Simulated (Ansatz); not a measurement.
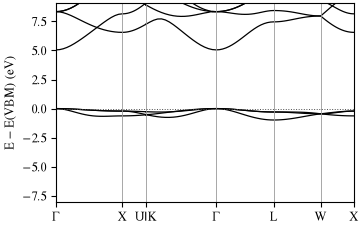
*Band structure from plane-wave PAW PBE (Ansatz code)*

Problem. Read off the gap and where the band edges lie.

Solution. About 5.0 eV (5.05 eV by a search for the band edges); maximum at Γ, minimum at Γ.

The material is KCl (rock salt, space group No. 225).

Space group Fm-3m (rock salt). The cell was relaxed with PBE under the symmetry of its start.

Potentials: the later of the program's two PAW sets.
